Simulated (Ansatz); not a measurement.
**Co (Co (0001), 5 layers): a single-point run**

The task is a single-point run on Co (Co (0001), 5 layers). The structure is shown as the input types it.

Program: Ansatz 0.2.0. Level of theory: DFT, PBE, PAW with Ansatz's default frozen-core files, scalar-relativistic (as first typed). These are calculated values, not measurements.

### 1 Starting point

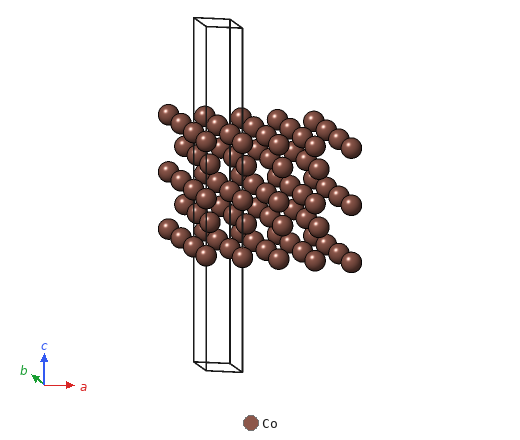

The starting structure, seen slightly off an axis (cobalt brown). 4×3×1 cells are drawn. Atoms on the faces are drawn again on the opposite ones.

Coordinates:

```cif
data_structure
_symmetry_space_group_name_H-M 'P-6m2'
_symmetry_Int_Tables_number 187
_cell_length_a 2.4930
_cell_length_b 2.4930
_cell_length_c 24.0739
_cell_angle_alpha 90.000
_cell_angle_beta 90.000
_cell_angle_gamma 120.000
_cell_volume 129.58
loop_
_atom_site_label
_atom_site_type_symbol
_atom_site_symmetry_multiplicity
_atom_site_Wyckoff_symbol
_atom_site_fract_x
_atom_site_fract_y
_atom_site_fract_z
_atom_site_occupancy
Co1 Co 2 g 0.00000 0.00000 0.83395 1
Co2 Co 2 h 0.33333 0.66667 0.91554 1
Co3 Co 1 a 0.00000 0.00000 0.00000 1
```

### 2 Running it

The input, input.yaml:

```yaml
crystal:
  lattice:
    - [2.493039787, 0.0, 0.0]
    - [-1.2465198935, 2.1590357882, 0.0]
    - [0.0, 0.0, 24.0739]
  atoms:
    - { symbol: Co, position: [0.0, 0.0, 0.3339528373], spin: 1.7 }
    - { symbol: Co, position: [0.3333333333, 0.6666666667, 0.4155371695], spin: 1.7 }
    - { symbol: Co, position: [0.0, 0.0, 0.5000000356], spin: 1.7 }
    - { symbol: Co, position: [0.3333333333, 0.6666666667, 0.5844628529], spin: 1.7 }
    - { symbol: Co, position: [0.0, 0.0, 0.6660471045], spin: 1.7 }
  periodic: [true, true, false]
magnetization:
  spin_polarized: true
kpoints:
  mp_grid: { grid: [15, 15, 1] }
scf:
  occupations: { method: fermi_dirac, width: 0.1 }
  max_iter: 80
hamiltonian:
  xc: pbe
  pseudopotentials: { kind: paw }
output:
  forces: true
  stress: true
  eigenvalues: true
basis:
  ecutwfc: "520 ev"
```

On the command line:

```sh
ansatz run input.yaml --threads 3 --pin off --max-ram 9216MiB --backend cpu --events-out ev --progress --plain --runs-dir out
```

What happens when this is run?

Nothing was computed: the input was turned down at the start. The line that matters: «line 28 column 12: unknown unit factor `ev` — a unit is read by its exact case: `eV` is a unit here, `ev` is not»

The suspect setting: basis.ecutwfc is 520 ev. The trouble is the unit typed with the number.

Remedy: delete basis.ecutwfc (the default then holds).
